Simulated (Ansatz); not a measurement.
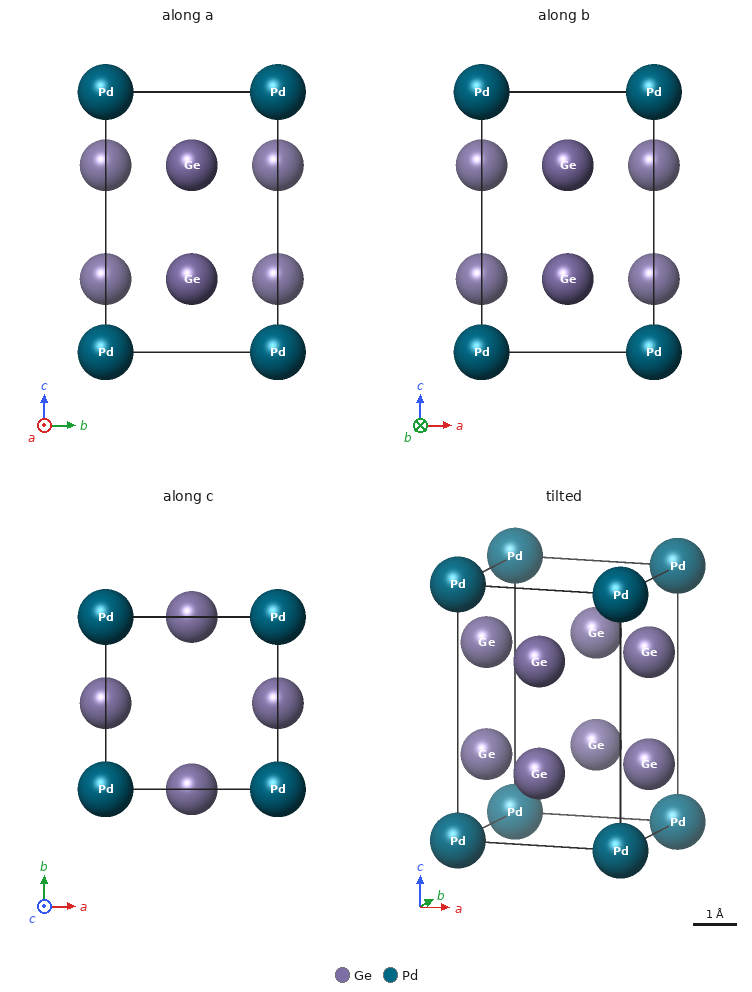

The figure gives a spheres-only picture of the atoms, viewed along the a axis, along the b axis, along the c axis and slightly off an axis. Lines trace the edges of the conventional unit cell.

Lattice parameters: a = 4.022 Å, b = 4.022 Å, c = 6.073 Å, α = 90.00°, β = 90.00°, γ = 90.00°. Put a along x and b in the xy plane.

Transcribe the picture into a POSCAR file, with free fractional coordinates to two decimals.

Answer.
```
Ge Pd
1.0
     4.022    0.000    0.000
     0.000    4.022    0.000
     0.000    0.000    6.073
Ge Pd
4 1
Direct
  0.00 0.50 0.72
  0.50 0.00 0.72
  0.00 0.50 0.28
  0.50 0.00 0.28
  0.00 0.00 0.00
```

Provenance: a random cell made by a generator, so it need not be a real form of the compound. Earlier steps of the study may have refined or changed the cell and positions. A calculation with Ansatz used it as input.
